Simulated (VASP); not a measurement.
Data:

```
AuBe5
1.0
    0.00000     3.03760     3.03760
    3.03760     0.00000     3.03760
    3.03760     3.03760     0.00000
Be Au
5 1
Cartesian
  1.51880   1.51880   1.51880
  3.79563   3.79563   3.79563
  3.79563   2.27958   2.27958
  2.27958   3.79563   2.27958
  2.27958   2.27958   3.79563
  6.07520   6.07520   6.07520
```

The numbers are results of PBEsol GGA, VASP's PBE PAW potentials (set 64) (plane waves; VASP), not measurements. Settings: 400 eV cut-off, 10×10×10 Γ-centred mesh, tetrahedra with Blöchl corrections, potentials Be Au.

Unless said otherwise, spin-orbit coupling is left out, though it shifts the bands of the heavy elements here.

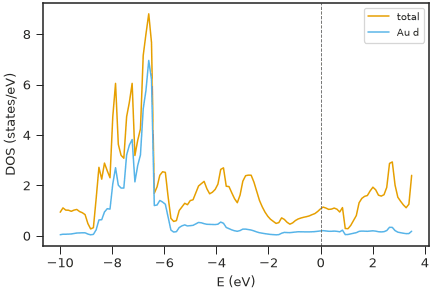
Fig. 1. Total and projected density of states, zero at the Fermi level

Within 2 eV below the Fermi level the largest weight inside VASP's projection spheres is Be p, then Au d.

It has no gap at this level: it comes out as a metal or semimetal.

The compound is Be5Au in the sg216 structure. It was relaxed first. The electron count is odd and the run is not spin-polarised, which forces a metal.
